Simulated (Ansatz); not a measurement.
**Fields on a plane of Cu(IrS2)2 (spinel)**

```
Cu(IrS2)2
1.0
    0.00000     4.89129     4.89129
    4.89129     0.00000     4.89129
    4.89129     4.89129     0.00000
Cu Ir S
2 4 8
Direct
  0.25000   0.25000   0.25000
  0.00000   0.00000   0.00000
  0.62500   0.62500   0.12500
  0.62500   0.12500   0.62500
  0.62500   0.62500   0.62500
  0.12500   0.62500   0.62500
  0.38472   0.84583   0.38472
  0.86528   0.86528   0.86528
  0.84583   0.38472   0.38472
  0.86528   0.86528   0.40417
  0.38472   0.38472   0.84583
  0.40417   0.86528   0.86528
  0.38472   0.38472   0.38472
  0.86528   0.40417   0.86528
```

The slice is a {100} plane (indices of the conventional cell) through the point (0.625, 0.625, 0.125) (fractional), spanned by u = [100] and v = [0 1 -1] in vectors of this cell: u (6.92 Å) and v (6.92 Å, at 90° to u). It covers one period; positions are fractions (u, v).

Atoms on it: Ir at (0.00, 0.00); Ir at (0.00, 0.50); S at (0.23, 0.25), 0.1 Å off the plane; S at (0.23, 0.75), 0.1 Å off the plane; S at (0.77, 0.25), 0.1 Å off the plane; S at (0.77, 0.75), 0.1 Å off the plane. Other atoms lie within 1 Å of the plane.

The numbers are results of PBEsol (plane waves to 420 eV, PAW, scalar-relativistic; Ansatz, a first-principles code), not measurements. k mesh 7×7×7. Near the nuclei the fields are pseudised (PAW); where an atom keeps semicore shells as valence, they peak there. Cu(IrS2)2 is run without spin polarisation. Cu(IrS2)2 was relaxed with its symmetry unable to fall. Spin-orbit coupling is left out, though Ir is heavy.

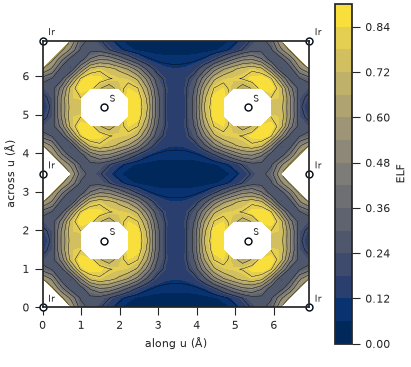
Electron localisation function (ELF), one period of the plane, atoms marked. Points within 0.5 Å of a nucleus are left white, as the pseudised field means little there.

```
|9997543321100000001123345799|
|9986544332211000112233445689|
|8765555543321111123345555567|
|6555566655432222234556665555|
|4455666665543222345566666554|
|3445665566543333345665566544|
|3345653366543333345663356543|
|3445665566543333345665566544|
|4455666665543222345566666554|
|6555566655432222234556665555|
|8765555543321111123345555567|
|9986544332211000112233445689|
|9997543321100000001123345799|
|9998543211000000000112345899|
|9997543321100000001123345799|
|9986544332211000112233445689|
|8765555543321111123345555567|
|6555566655432222234556665555|
|4455666665543222345566666554|
|3445665566543333345665566544|
|3345653366543333345663356543|
|3445665566543333345665566544|
|4455666665543222345566666554|
|6555566655432222234556665555|
|8765555543321111123345555567|
|9986544332211000112233445689|
|9997543321100000001123345799|
|9998543211000000000112345899|
```
Scale: ten equal steps from -1.61 (start of '0') to 0.95 (end of '9'), in the order '0123456789'. Values: log₁₀ of the valence density in e/Å³. The map has 28 points along u (one character each, u = 0 at the left) and 28 along v (v = 0 in the bottom row). The scale is logarithmic, as a density can span decades between atoms and voids.
